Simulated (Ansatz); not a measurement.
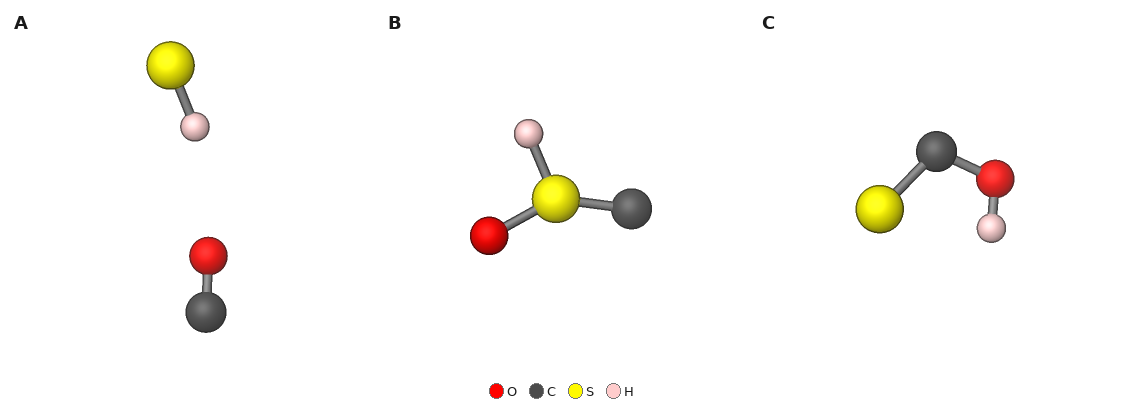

3 stationary structures of one formula. State: charge −1, singlet. Geometries: PBE-D4/def2-SVPD. Electronic energies: PBE-D4/def2-SVPD (Ansatz 0.2.0), without zero-point energy. No frequency run is at hand to confirm each as a minimum.

Which is lowest in energy, and by how much?

Answer. A is lowest; C lies 13.5 kcal/mol above it (Cs), B lies 94.5 kcal/mol above it (Cs).
